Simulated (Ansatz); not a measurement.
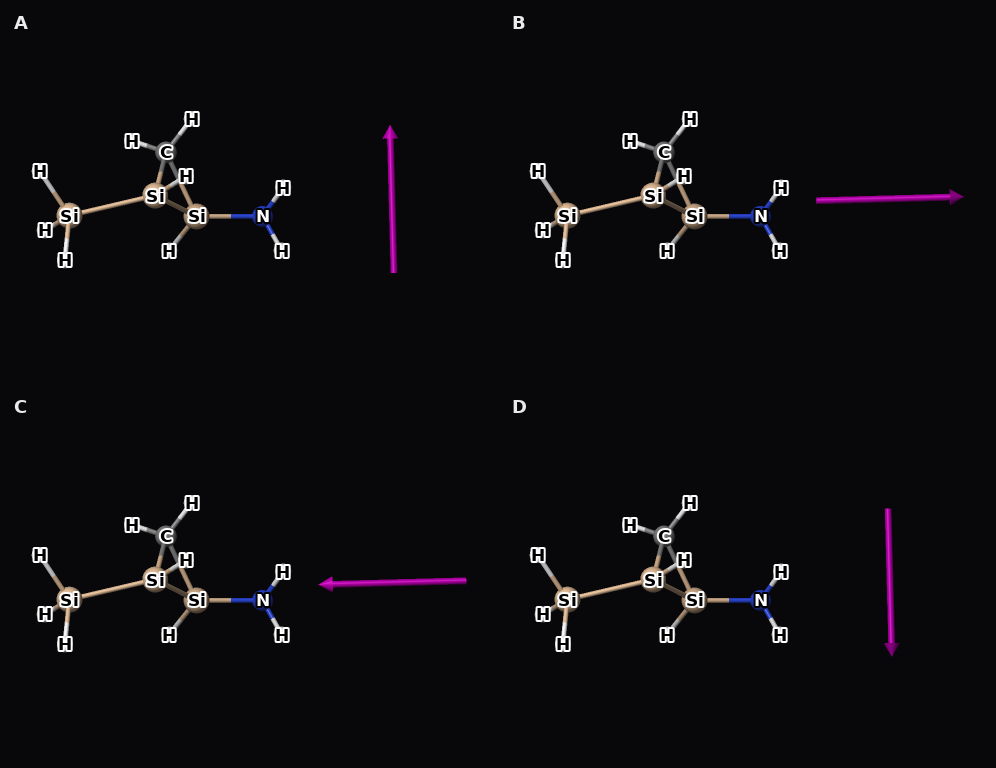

The same molecule four times, each with an arrow. The computed structure is the end point of a PBE-D4/def2-SVP optimisation. No frequency run is at hand to confirm it as a minimum. Properties computed with RKS PBE-D4/def2-SVP (Ansatz 0.2.0).

**Which arrow points along the dipole moment, from the negative to the positive end?**

B. The dipole moment is 1.94 D.
